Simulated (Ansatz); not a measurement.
Run report: CH₅FOSi, phonon calculation

System: CH₅FOSi, SMILES C[SiH](O)F.
Method: RKS PBE0-D4/def2-TZVP (Ansatz 0.2.0).

The geometry comes from this level: PBE0-D4/def2-TZVP. Figures and captions count atoms from 1; the log counts them from 0 in places.

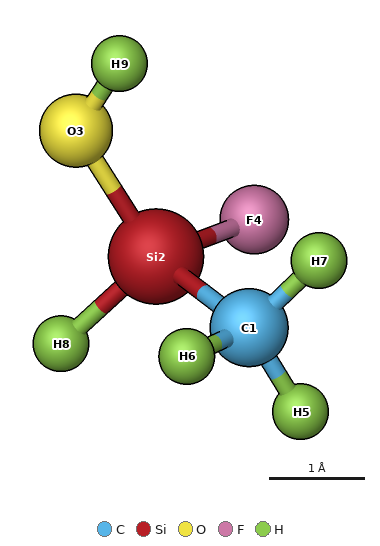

The structure as given in the input (ball-and-stick view, seen at a tilt; atoms are numbered from 1 in the order of the input).

### Input file
```yaml
crystal:
  periodic: [false, false, false]
  atoms:
    - {symbol: C, position_ang: [-1.059181, 0.382684, 0.202145]}
    - {symbol: Si, position_ang: [0.598658, -0.059391, -0.491686]}
    - {symbol: O, position_ang: [1.699823, -0.425999, 0.658760]}
    - {symbol: F, position_ang: [0.386085, -1.319198, -1.457197]}
    - {symbol: H, position_ang: [-1.759283, 0.624188, -0.601488]}
    - {symbol: H, position_ang: [-0.982086, 1.251651, 0.860097]}
    - {symbol: H, position_ang: [-1.483979, -0.444987, 0.776749]}
    - {symbol: H, position_ang: [1.213980, 1.018011, -1.292552]}
    - {symbol: H, position_ang: [1.474582, -1.073057, 1.328174]}
basis:
  gaussian: {orbitals: def2-TZVP}
hamiltonian: {xc: pbe0, dispersion: d4}
phonons: {temperatures: {t_min: 298.15, t_max: 900, t_step: 200}}
```

### The program's output
```
Functional definition: PBE0
  name "PBE0"
  cite "Adamo & Barone, J. Chem. Phys. 110, 6158 (1999) doi:10.1063/1.478522"
  cite "Perdew, Burke & Ernzerhof, Phys. Rev. Lett. 77, 3865 (1996) doi:10.1103/PhysRevLett.77.3865"
  parent pbe
  parameter a = 0.25
  parameter kappa = 0.804
  parameter beta = 0.06672455060314922
  exchange = (1 - a)*pbe_x(kappa = kappa, mu = beta*pi^2/3) + a*exact_x
  correlation = pbe_c(beta = beta)
975 factors; their error is unknown
mean field evaluation 1: about -13748.0078 eV, gradient 7.2e1 eV
mean field evaluation 2: about -13741.6520 eV, gradient 9.2e1 eV
mean field evaluation 4: about -13756.9423 eV, gradient 3.4e0 eV
mean field evaluation 8: about -13756.9643 eV, gradient 3.7e-2 eV
mean field evaluation 16: about -13757.0087 eV, gradient 5.9e-6 eV
mean field -13757.00874961 eV, -505.5607467125 hartree, gradient 5.9e-6 eV, S^2 0.000000; 0 other end points of the search recorded, 0 dependent functions left out
the calculation of the forces begins
reference -13757.00877658 eV, -505.5607477038 hartree; 21, 21 occupied and 139, 139 virtual orbitals, 975 factors
these checks for a lower state are left out or cut short: stability, starts, cluster_reference, orbital_swaps, neighbouring_geometries, increment
975 factors; their error is unknown
mean field -13757.00860707 eV, -505.5607414743 hartree, gradient 7.4e-7 eV, S^2 0.000000; 0 other end points of the search recorded, 0 dependent functions left out
[... from here on the field's lines of each further geometry are left out, up to the last ...]
the calculation of the forces begins
reference -13757.00869125 eV, -505.5607445680 hartree; 21, 21 occupied and 139, 139 virtual orbitals, 975 factors
these checks for a lower state are left out or cut short: stability, starts, cluster_reference, orbital_swaps, neighbouring_geometries, increment
975 factors; their error is unknown
mean field -13757.00866230 eV, -505.5607435043 hartree, gradient 7.4e-7 eV, S^2 0.000000; 0 other end points of the search recorded, 0 dependent functions left out
the calculation of the forces begins
reference -13757.00868927 eV, -505.5607444952 hartree; 21, 21 occupied and 139, 139 virtual orbitals, 975 factors
Total energy: -13757.13083931 eV, -505.5652334264 hartree
Atom 0 at    -1.059181     0.382684     0.202145 Å, force     0.000166     0.003308     0.000733 eV/Å
Atom 1 at     0.598658    -0.059391    -0.491686 Å, force    -0.001619     0.000683     0.000224 eV/Å
Atom 2 at     1.699823    -0.425999     0.658760 Å, force    -0.001038    -0.000629     0.000303 eV/Å
Atom 3 at     0.386085    -1.319198    -1.457197 Å, force     0.000267    -0.000286     0.000323 eV/Å
Atom 4 at    -1.759283     0.624188    -0.601488 Å, force    -0.000687    -0.000991     0.000039 eV/Å
Atom 5 at    -0.982086     1.251651     0.860097 Å, force    -0.000303    -0.000598     0.000488 eV/Å
Atom 6 at    -1.483979    -0.444987     0.776749 Å, force     0.002395    -0.000819    -0.001760 eV/Å
Atom 7 at     1.213980     1.018011    -1.292552 Å, force     0.000360     0.000132    -0.001415 eV/Å
Atom 8 at     1.474582    -1.073057     1.328174 Å, force     0.000458    -0.000800     0.001064 eV/Å
Dipole moment:    -0.279062     0.053354     0.356324 e Å
Vibrations: 151.36 195.23 240.82 301.45 339.98 665.88 717.45 752.14 829.40 839.98 891.05 920.83 965.46 1284.12 1444.27 1447.81 2275.88 3050.37 3133.55 3140.04 3927.59 cm⁻¹, zero-point energy 1.705692 eV
```

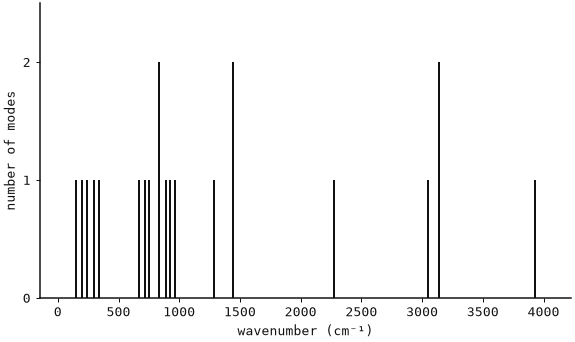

Harmonic vibrational wavenumbers from the force constants; neighbouring modes closer than 17 cm⁻¹ are counted in one stick. 21 modes from 151 to 3928 cm⁻¹, none imaginary.

### Summary

```json
{"quantity": "outcome", "value": "converged"}
{"quantity": "total energy", "value": "−13757.1308 eV"}
{"quantity": "mean-field energy", "value": "−13757.0088 eV"}
{"quantity": "dispersion energy", "value": "−0.1221 eV"}
{"quantity": "largest force (length of the vector)", "value": "0.003 eV/Å"}
{"quantity": "dipole moment", "value": "2.19 D"}
{"quantity": "hardware", "value": "2 CPU threads, shared host"}
{"quantity": "wall time", "value": "1.8 min (CPU time 3.4 min)"}
{"quantity": "peak memory", "value": "0.37 GiB"}
```
